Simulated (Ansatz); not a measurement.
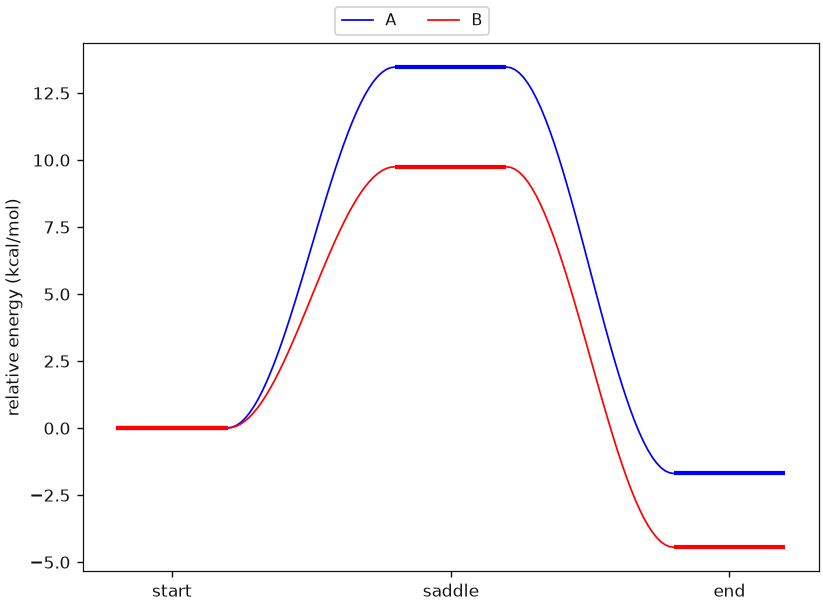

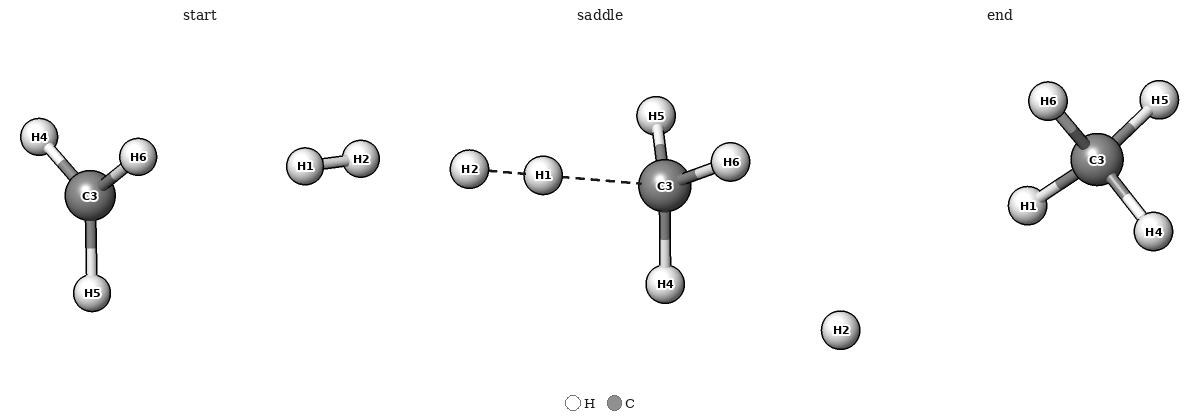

One elementary step of CH₅, doublet: start, first-order saddle point (changing pairs dashed) and end. Electronic energies at PBE0-D4/def2-TZVP geometries, energies in def2-TZVPP, the Ansatz code 0.2.0; cores frozen in correlated methods, no zero-point terms. Start and end are the structures at the ends of the path (complexes, where there are several molecules). Lines between the levels only guide the eye.

In the step H1–C3 (2.88 → 1.45 → 1.09 Å) forms; H1–H2 (0.75 → 0.88 → 2.93 Å) breaks (lengths at start, saddle and end; changes of bond order aren't listed).

> The profiles are CCSD and ωB97X-V. Which is which?

A: CCSD (barrier 13.5, step −1.7 kcal/mol); B: ωB97X-V (barrier 9.7, step −4.5 kcal/mol).
